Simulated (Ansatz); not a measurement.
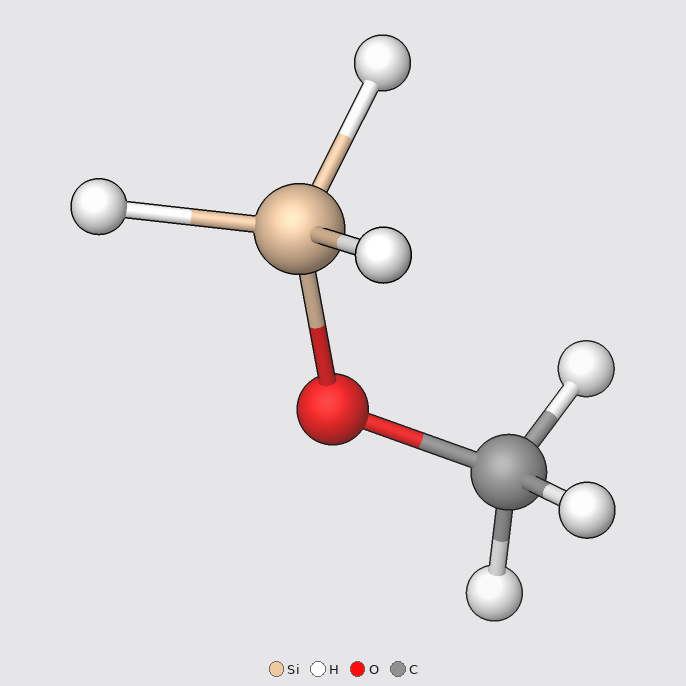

Ball-and-stick drawing of a structure.

Computed geometry: PBE0-D4/def2-TZVP optimisation.

Description:

Formula CH₆OSi. The point group is Cs. Coordination: 1 Si tetrahedral; 1 O bent; 1 C tetrahedral.

More results for the same structure follow; atom numbers are the same in all pictures, views and colours differ.

**Electronic properties**

Properties computed with RKS PBE0-D4/def2-TZVP (Ansatz 0.2.0).

> Estimate the dispersion correction.

−10.5 kJ/mol.

> Estimate the dipole moment.

1.11 D.

**Charges**

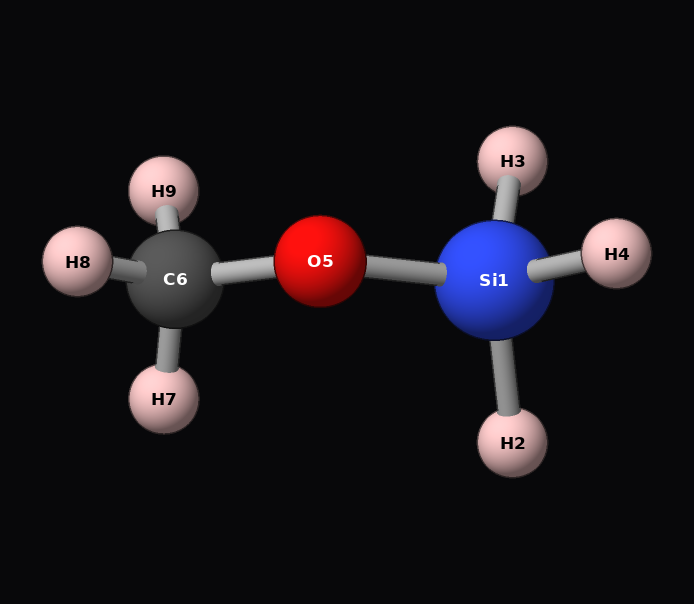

The questions are on Mulliken charges. Method: RKS PBE0-D4/def2-TZVP (Ansatz 0.2.0).

List the Mulliken charges.

```json
{"atom": "Si1", "value (e)": "0.30"}
{"atom": "H2", "value (e)": "−0.04"}
{"atom": "H3", "value (e)": "−0.04"}
{"atom": "H4", "value (e)": "−0.03"}
{"atom": "O5", "value (e)": "−0.35"}
{"atom": "C6", "value (e)": "−0.21"}
{"atom": "H7", "value (e)": "0.12"}
{"atom": "H8", "value (e)": "0.13"}
{"atom": "H9", "value (e)": "0.12"}
```

**Vibrations**

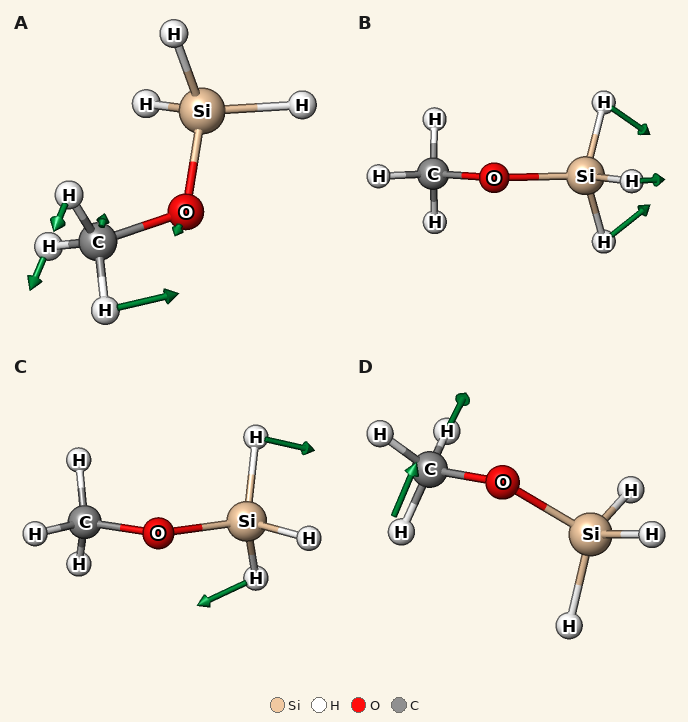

4 normal modes of one molecule or complex, as arrows. Harmonic vibrations computed with RKS PBE0-D4/def2-TZVP (Ansatz 0.2.0) at a stationary point of the same level.

> Match the panels to the wavenumbers 715 cm⁻¹, 978 cm⁻¹, 1216 cm⁻¹, 3071 cm⁻¹.

A: 1216 cm⁻¹
B: 978 cm⁻¹, angle bending
C: 715 cm⁻¹, H–Si–O bending
D: 3071 cm⁻¹, out-of-phase stretching of 2 C–H bonds

Mulliken values depend strongly on the basis set and can even reverse the polarity of a bond.
